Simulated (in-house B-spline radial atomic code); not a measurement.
# Ag¹⁰⁺: excited configurations

Wanted: excitation energies of Ag¹⁰⁺ as differences of total energies (ΔSCF).

The numbers are computed with in-house B-spline radial atomic code version 1 (Dirac-Hartree-Fock, average of configuration, Fermi nucleus, basis-set limit), except any that are marked as measured or tabulated.

### Step 1. What is computed

* element: silver (Z = 47)
* charge: +10
* electrons: 37
* configuration: [Kr] 4d1
* Hamiltonian: Dirac-Coulomb
* nucleus: Fermi, rms radius 4.545 fm

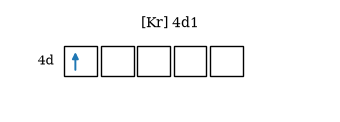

The shells outside the core, filled by Hund's rule for the drawing.

The boxes draw the filling by Hund's rule, which heavy ions in jj coupling don't follow; these runs average over all states of the configuration.

Settings, as recorded:

```ini
Z = 47
electrons = 37.0
configuration = [Kr] 4d1
hamiltonian = dirac
method = hf
spin_polarised = False
nucleus = fermi
rms_radius = 4.5454
mass_number = 107
atomic_mass = 106.905091509
speed_of_light = 137.035999084
```

This reference run was done before. Its total energy is -5285.296718 hartree, and its levels are (the highest eight at most):

| orbital | occupation | energy (eV) | <r> (bohr) |
| --- | --- | --- | --- |
| 3p3/2 | 4 | -798.77 | 0.3674 |
| 3d3/2 | 4 | -597.86 | 0.3411 |
| 3d5/2 | 6 | -591.44 | 0.3444 |
| 4s1/2 | 2 | -297.67 | 0.8594 |
| 4p1/2 | 2 | -254.73 | 0.8965 |
| 4p3/2 | 4 | -248.26 | 0.9163 |
| 4d3/2 | 0.4 | -188.58 | 1.005 |
| 4d5/2 | 0.6 | -187.57 | 1.012 |

### Step 2. Run with [Ar] 3d9 4s2 4p6 4d1 4f1

Settings, as recorded:

```ini
Z = 47
electrons = 37.0
configuration = [Ar] 3d9 4s2 4p6 4d1 4f1
hamiltonian = dirac
method = hf
spin_polarised = False
nucleus = fermi
rms_radius = 4.5454
mass_number = 107
atomic_mass = 106.905091509
speed_of_light = 137.035999084
```

### Step 3. [Ar] 3d10 4s2 4p5 4d1 6p1

Settings: those of step 2 with these lines changed.

```diff
@@ -2,3 +2,3 @@
 electrons = 37.0
-configuration = [Ar] 3d9 4s2 4p6 4d1 4f1
+configuration = [Ar] 3d10 4s2 4p5 4d1 6p1
 hamiltonian = dirac
```

### Step 4. [Ar] 3d10 4s2 4p5 4d1 8s1

Settings: those of step 3 with these lines changed.

```diff
@@ -2,3 +2,3 @@
 electrons = 37.0
-configuration = [Ar] 3d10 4s2 4p5 4d1 6p1
+configuration = [Ar] 3d10 4s2 4p5 4d1 8s1
 hamiltonian = dirac
```

### Step 5. Configuration [Kr] 5f1

Settings: those of step 4 with these lines changed.

```diff
@@ -2,3 +2,3 @@
 electrons = 37.0
-configuration = [Ar] 3d10 4s2 4p5 4d1 8s1
+configuration = [Kr] 5f1
 hamiltonian = dirac
```

### Step 6. [Ar] 3d10 4s2 4p5 4d2

Settings: those of step 5 with these lines changed.

```diff
@@ -2,3 +2,3 @@
 electrons = 37.0
-configuration = [Kr] 5f1
+configuration = [Ar] 3d10 4s2 4p5 4d2
 hamiltonian = dirac
```

### Step 7. Run with [Ar] 3d9 4s2 4p6 4d1 8f1

Settings: those of step 6 with these lines changed.

```diff
@@ -2,3 +2,3 @@
 electrons = 37.0
-configuration = [Ar] 3d10 4s2 4p5 4d2
+configuration = [Ar] 3d9 4s2 4p6 4d1 8f1
 hamiltonian = dirac
```

### Step 8. Run with [Ar] 3d9 4s2 4p6 4d1 5f1

Settings: those of step 7 with these lines changed.

```diff
@@ -2,3 +2,3 @@
 electrons = 37.0
-configuration = [Ar] 3d9 4s2 4p6 4d1 8f1
+configuration = [Ar] 3d9 4s2 4p6 4d1 5f1
 hamiltonian = dirac
```

### Step 9. [Kr] 7p1

Settings: those of step 8 with these lines changed.

```diff
@@ -2,3 +2,3 @@
 electrons = 37.0
-configuration = [Ar] 3d9 4s2 4p6 4d1 5f1
+configuration = [Kr] 7p1
 hamiltonian = dirac
```

**Question.** How far above the reference does each configuration lie (order and size, in eV)?

As calculated:

| net move | configuration | energy above the reference (eV) | with Breit, QED, recoil (eV) | largest <r> (bohr) |
| --- | --- | --- | --- | --- |
| 4p → 4d | [Ar] 3d10 4s2 4p5 4d2 | 62.133 | 61.994 | 1.01 |
| 4d → 5f | [Kr] 5f1 | 112.13 | 112.12 | 2.41 |
| 4d → 7p | [Kr] 7p1 | 137.25 | 137.26 | 4.44 |
| 4p → 6p | [Ar] 3d10 4s2 4p5 4d1 6p1 | 175.54 | 175.42 | 3.00 |
| 4p → 8s | [Ar] 3d10 4s2 4p5 4d1 8s1 | 210.91 | 210.77 | 5.82 |
| 3d → 4f | [Ar] 3d9 4s2 4p6 4d1 4f1 | 460.95 | 460.76 | 1.16 |
| 3d → 5f | [Ar] 3d9 4s2 4p6 4d1 5f1 | 509.55 | 509.38 | 2.37 |
| 3d → 8f | [Ar] 3d9 4s2 4p6 4d1 8f1 | 557.82 | 557.66 | 7.40 |

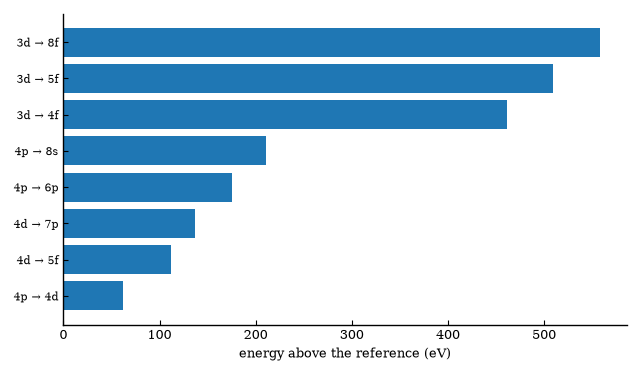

Energy of each configuration above the reference.

Quantum defects of the promoted electron, δ = n − ζ/√(−2ε) with ζ = 11 and ε its orbital energy in hartree:

| promotion | δ |
| --- | --- |
| 4d → 5f | 0.324 |
| 4d → 7p | 1.270 |
| 4p → 6p | 1.285 |
| 4p → 8s | 1.477 |
| 3d → 5f | 0.362 |
| 3d → 8f | 0.365 |

**Reading.** At the bottom stands 4p → 4d (62.133 eV), at the top 3d → 8f (557.82 eV). Koopmans' estimate of the ionisation threshold is 187.57 eV; 4 configurations exceed it by over 2 % and could autoionise. Of those tabulated, the defect is largest for 8s (1.48) and least for 5f (0.32): low angular momentum penetrates the core, high angular momentum stays outside it. Two partly filled shells share a symmetry and can mix in the average, which may lower the energy, for: 4p → 6p; 3d → 4f; 3d → 5f; 3d → 8f. These are averages over configurations, without correlation, not spectroscopic levels.
